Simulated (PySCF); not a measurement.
# C2H5N3Si, SMILES `[SiH3]c1nnc[nH]1`: electronic structure

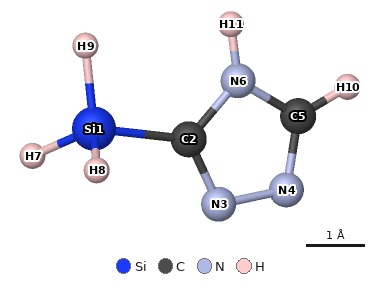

The molecule, with its atoms numbered as below. No frequency check shows the geometry to be a minimum.

Cartesian coordinates (Å):

```
Si1     -2.0279   -0.0006    0.0000
C2      -0.1535   -0.0467    0.0001
N3       0.5786   -1.1288    0.0001
N4       1.8713   -0.7799   -0.0000
C5       1.9331    0.5169   -0.0000
N6       0.6793    1.0420    0.0001
H7      -2.5253   -0.6431   -1.2123
H8      -2.5256   -0.6405    1.2131
H9      -2.3830    1.4270   -0.0015
H10      2.8319    1.0982   -0.0003
H11      0.4111    2.0120   -0.0001
```

## 1. Localised orbitals

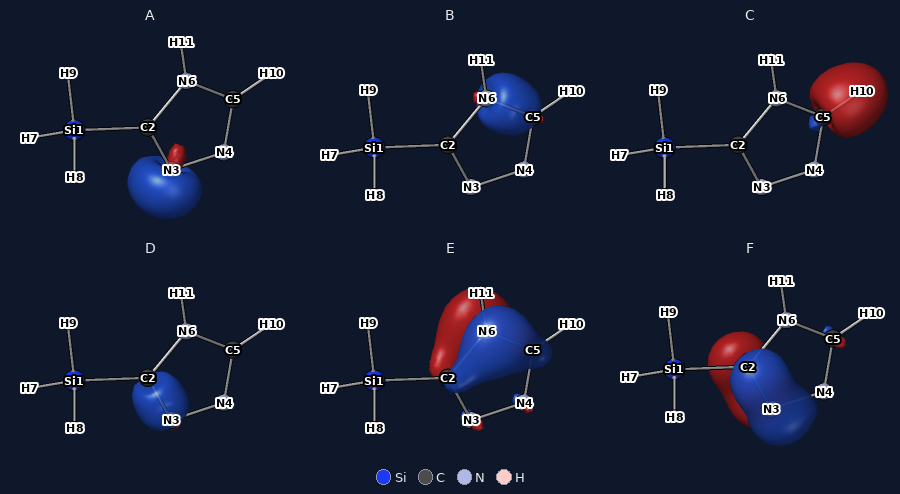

Pipek–Mezey orbitals, occupied; each surface holds about 70 % of the orbital's density. Energies are diagonal elements of the Fock matrix.

PySCF calculation, TPSS/cc-pVDZ, gas phase; geometry: GFN2-xTB.

> What does each orbital represent in a Lewis picture?

By panel:
- A: lone pair on N3 (sp1.3-type) (N3 97 %; −8.4 eV)
- B: σ bond N6–C5 (N6 59 %, C5 41 %; −18.4 eV)
- C: σ bond C5–H10 (C5 56 %, H10 43 %; −13.9 eV)
- D: σ bond N3–C2 (N3 54 %, C2 45 %; −18.3 eV)
- E: p-type lone pair on N6, partly delocalised onto C5 and C2 (N6 75 %, C5 10 %, C2 9 %; −9.1 eV)
- F: π bond N3–C2 (N3 52 %, C2 40 %, C5 4 %; −8.1 eV)

> How do all the valence pairs divide up?

16 pairs: 11 σ bonds, 2 lone pairs, 2 two-centre π bonds and 1 partly delocalised lone pair.

## 2. Magnetic shielding

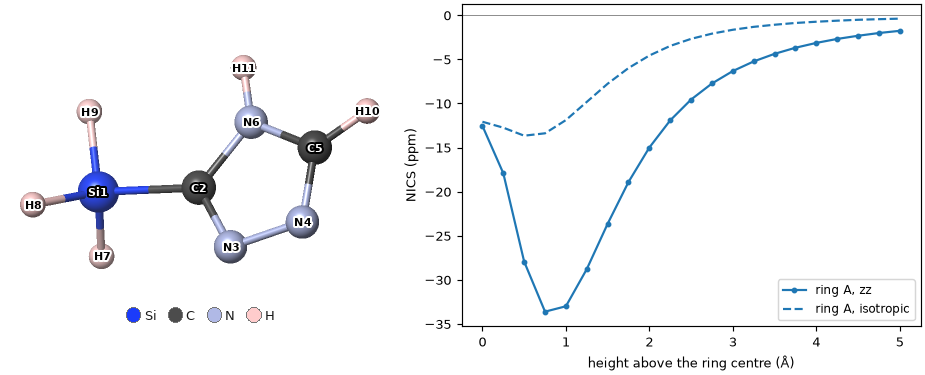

GIAO NICS scans along the ring normals; ring A: 5-membered ring C2/N3/N4/C5/N6.

Computed with PySCF, B3LYP/def2-SVP, geometry: GFN2-xTB.

> Read the scans.

Ring A is strongly diatropic (aromatic): NICSzz reaches −33.6 ppm at 0.75 Å; NICS(0) = −12.1, NICS(1) = −11.9, NICS(1)zz = −33.0 ppm.

## 3. Stretching a bond

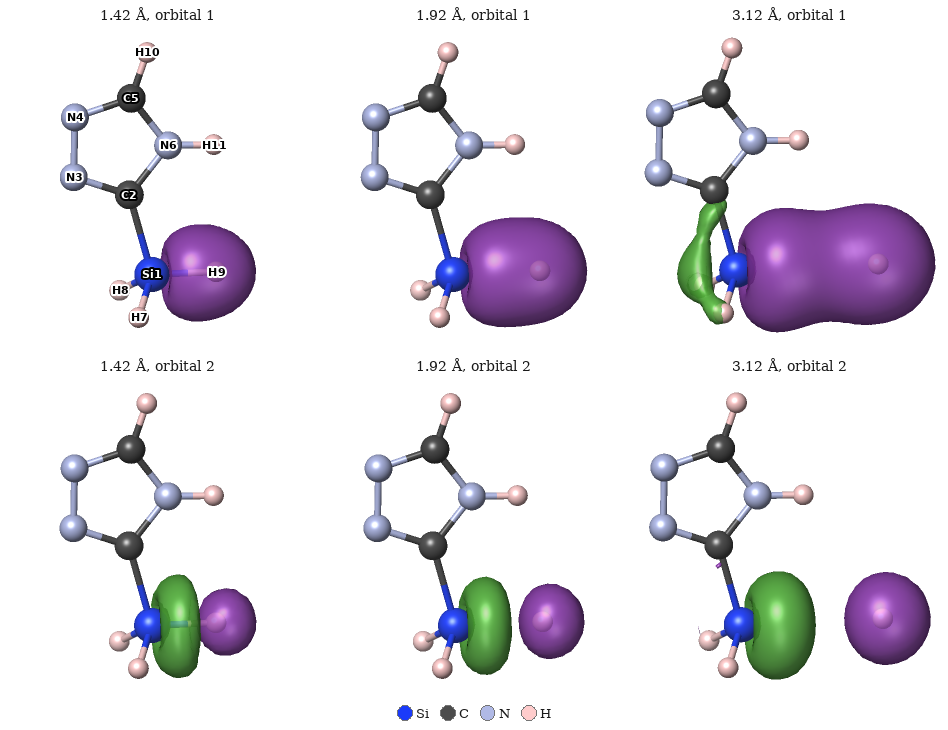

Rigid stretch of the Si1–H9 bond. The two CASSCF(2,2) natural orbitals nearest half filling (orbital 1 the more occupied).

PySCF calculation, 6-31G* basis, gas phase; geometry: GFN2-xTB.

> How do the occupations change along the stretch?

1.42 Å: 1.99 and 0.01; 1.92 Å: 1.95 and 0.05; 3.12 Å: 1.54 and 0.46. At the longest distance computed (3.98 Å) they are 1.20 and 0.80, and the effective number of unpaired electrons is 1.8.

> Where does the UHF solution part from RHF?

Between 1.92 Å (⟨S²⟩ = 0, the two coincide) and 2.20 Å (⟨S²⟩ = 0.06); at 3.98 Å ⟨S²⟩ is 0.99 and UHF lies 3.5 eV below RHF.

> How much energy does the stretch cost?

By CASSCF, 3.7 eV from the lowest point of the scan (1.56 Å) to 3.98 Å; RHF gives 6.8 eV from its own lowest point. The fragments aren't relaxed and dynamic correlation is missing, so this isn't a bond dissociation energy.
